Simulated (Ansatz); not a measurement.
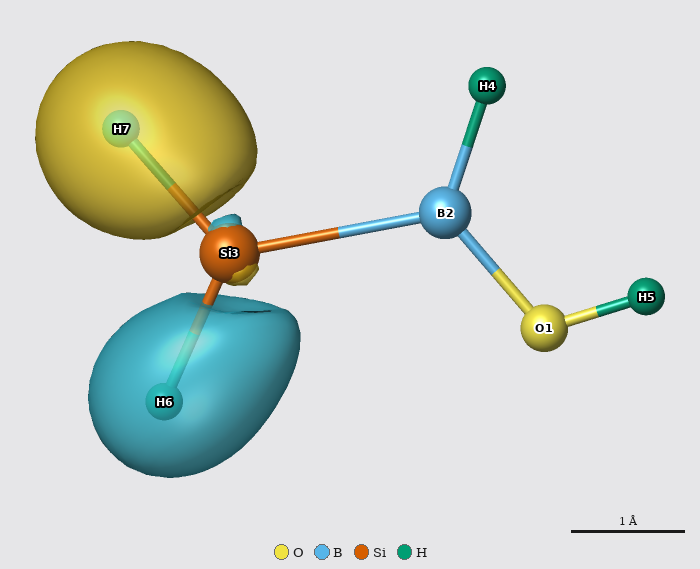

*BH4OSi (doublet). The HOMO−1 (β) at ±0.2 Å⁻³ᐟ² (yellow and cyan are the two phases), seen across its widest extent.*

Geometry: PBE0-D4/def2-TZVP.

Theory: UKS PBE0-D4/def2-TZVPP in Ansatz.

```csv
atom,x (Å),y (Å),z (Å)
O,-1.1553,-1.2228,1.5388
B,-0.6410,-0.9809,0.3060
Si,-0.0072,0.8240,-0.1563
H,-0.5415,-1.8659,-0.5032
H,-1.4146,-2.1388,1.6676
H,-0.1870,2.0289,0.6893
H,0.4205,1.1501,-1.5372
```

Q: Describe this orbital and give its energy.

A: It lies mainly on Si3 (about 40 %), H7 (about 30 %) and H6 (about 20 %). Its energy is −9.81 eV.
